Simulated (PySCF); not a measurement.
# ClH₅: the energy surface near the minimum

Aim: map the energy of singlet ClH₅ about its BP86 minimum, with rigid distortions.

The runs use PySCF 2.14.0; BP86, basis Cl def2-TZVP, H def2-TZVP, no relativity, density fitting.

**1. The starting structure**

6 atoms, charge 0, spin multiplicity 1.

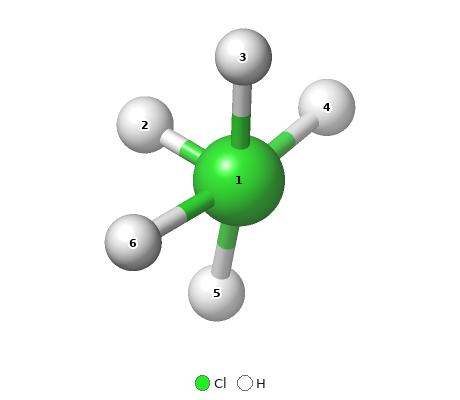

As it starts; chlorine green, hydrogen white; atoms are numbered from 1 in the order of the file.

Z-matrix (Å, degrees; charge 0 multiplicity 1):
```
Cl
H  1 1.2851
H  1 1.6108 2 85.64
H  1 1.6108 2 85.64 3 -90.00
H  1 1.6108 2 85.64 3 180.00
H  1 1.6108 2 85.64 3 90.00
```

**2. Density, ELF and potential**

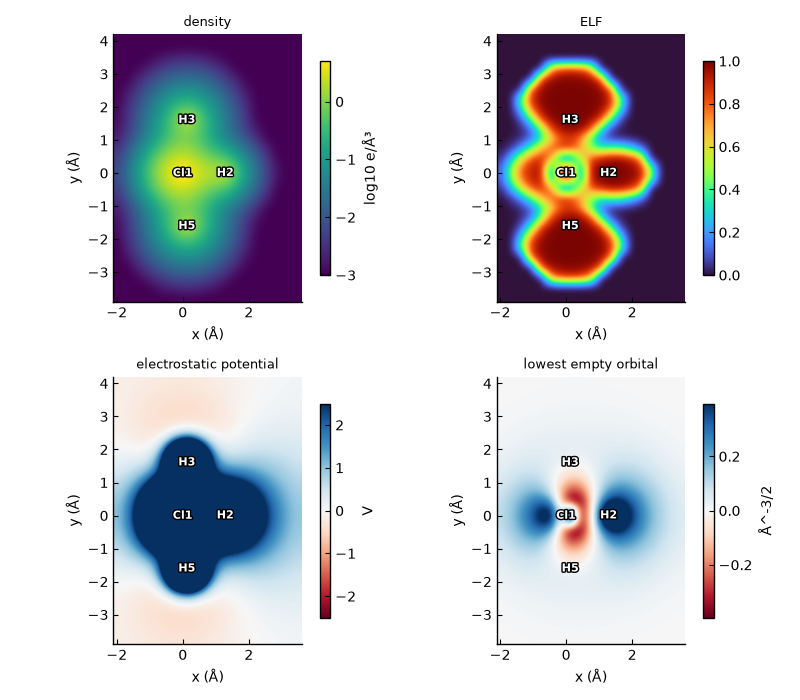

The plane holds Cl1 at (0.00, 0.00), H2 at (1.29, 0.00), H3 at (0.12, 1.61), H5 at (0.12, -1.61) Å. ELF is set to 0 where the density is under 0.005 e/Å³; an orbital's overall sign is arbitrary. The potential's colours end at ±2.5 V.

Along Cl1–H2 (1.285 Å) the density is least, 1.78 e/Å³, about 0.96 Å from Cl1; ELF there is 0.99.

Values on the line from Cl1 (at 0) through H2 (at 1.285 Å):

```csv
distance (Å),density (e/Å³),ELF,electrostatic potential (V)
-0.45,2.97,0.12,101
-0.32,11,0.439,196
-0.19,75.7,0.86,484
-0.06,520,0.363,2.59e+03
0.13,157,0.624,953
0.26,29.5,0.804,295
0.39,4.9,0.142,141
0.51,2.5,0.287,77.3
0.64,2.2,0.845,45.1
0.77,1.96,0.958,29.8
0.90,1.79,0.982,26.5
1.03,1.83,0.994,37.4
1.16,2.14,0.999,89
1.35,2.11,1,200
1.48,1.1,0.999,52.3
1.61,0.557,0.998,24.9
1.73,0.281,0.994,14.5
1.86,0.144,0.987,9.4
1.99,0.0745,0.977,6.61
```

Making the fields needed 0.5 s of wall time on 2 threads of Intel Xeon 6975P-C (Granite Rapids), shared host.

**3. Breathing scan**

One driver script runs all scans and calls PySCF for each point, on a (75, 302) grid.

On the command line:

```
OMP_NUM_THREADS=2 python axn.py task.json out
```

A rigid scan with BP86: all bonds to the central atom are scaled together. Each point starts from its neighbour's orbitals, and energies count from the minimum.

```
scale of all bonds to the centre  energy (kJ/mol)  dipole size (D)
                            0.88            117.6             0.72
                            0.92             46.7             0.80
                            0.96             10.5             0.89
                            1.00              0.0             1.00
                            1.04              8.5             1.11
                            1.08             30.8             1.22
                            1.14             81.7             1.39
                            1.22            167.9             1.62
                            1.35            320.2             1.90
```

The scan took 8.7 s.

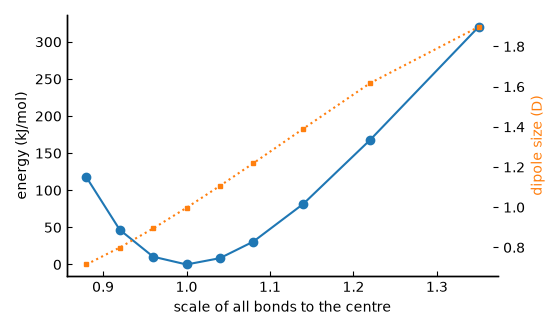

Energy (circles) and dipole moment (squares) along the scan.

**4. Stretching one bond**

A rigid scan with BP86: the bond from Cl to the last atom (H) is scaled and the rest held.

| scale of one bond | energy (kJ/mol) | dipole size (D) |
| --- | --- | --- |
| 0.92 | 6.1 | 1.18 |
| 0.96 | 1.4 | 1.04 |
| 1.00 | 0.0 | 1.00 |
| 1.05 | 1.8 | 1.07 |
| 1.12 | 8.9 | 1.31 |
| 1.20 | 21.2 | 1.65 |
| 1.35 | 50.6 | 2.27 |
| 1.55 | 92.0 | 2.93 |
| 1.80 | 137.0 | 3.52 |
| 2.20 | 186.8 | 4.16 |

The scan took 18 s.

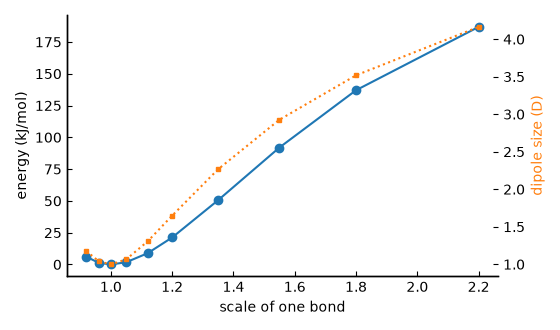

Energy (circles) and dipole moment (squares) along the scan.

A restricted determinant lies too high at long bonds, where the pair should uncouple.

**5. Summary of results**

```
            quantity        value
all bonds 4 % longer   8.5 kJ/mol
one bond 20 % longer  21.2 kJ/mol
```

Shortening all bonds by 4 % costs 10.5 kJ/mol and lengthening them 8.5: the wall is steeper on the short side.
